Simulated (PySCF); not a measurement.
**ZnH (charge +1): density, localisation and related maps**

```xyz
2

Zn    0.0000    0.0000   -0.0235
H     0.0000    0.0000    1.4875
```

Method: PBE0/cc-pVDZ(-PP), non-relativistic Hamiltonian with scalar-relativistic core potentials where named, at a bond length of 1.511 Å (PySCF 2.14.0).

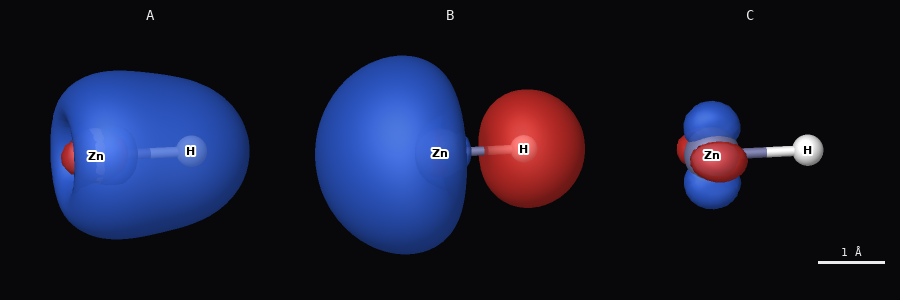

Figure 1. Three frontier orbitals, each drawn at the value that holds 80 % of its norm (blue and red are the two phases), in no order; of a degenerate pair one member is drawn.

**Name the orbitals and rank them from lowest to highest energy.**

Orbital C: δ, occupied, −22.59 eV; almost wholly on Zn.
Orbital A: σ, occupied, −16.80 eV; shared between the atoms (Zn 60 %, H 40 %).
Orbital B: σ, empty, −10.25 eV; mainly on Zn (80 %).

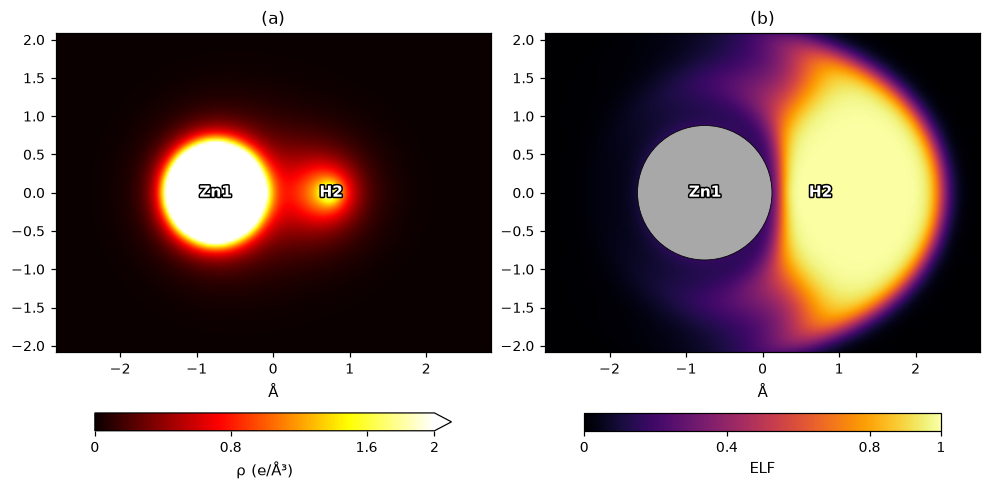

Figure 2. (a) electron density; (b) electron localisation function on a plane that holds the molecular axis. Grey discs cover the atomic cores in the ELF map.

**What do the fields say about this system?**

The plane passes through Zn and H nuclei. Zn–H (1.51 Å): ρ is about 1.3 e/Å³ halfway; the ELF climbs to about 1 towards the hydrogen.
